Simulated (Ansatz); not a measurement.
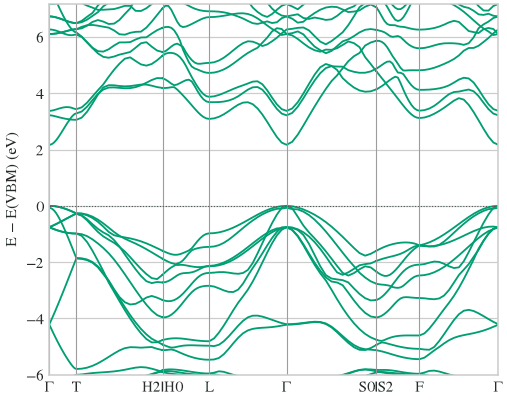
Fig. 1. Band structure from plane-wave PAW LDA (Ansatz code)

Q: Read off the gap and where the band edges lie.

A: About 2.2 eV (2.17 eV by a search for the band edges); maximum at Γ, minimum at Γ.

The material is ZnS in space group R3m (No. 160; Pearson symbol hR6).

The workflow started from a Materials Project entry (that database holds measured and hypothetical structures alike); the Crystallography Open Database files this formula in space group No. 160, but the cells were not matched. It is not the phase usual at ambient conditions (space group No. 186, 216). Symmetry was held in the LDA relaxation; of distortions, only those at the zone centre were tested.

Potentials: the later of the program's two PAW sets.
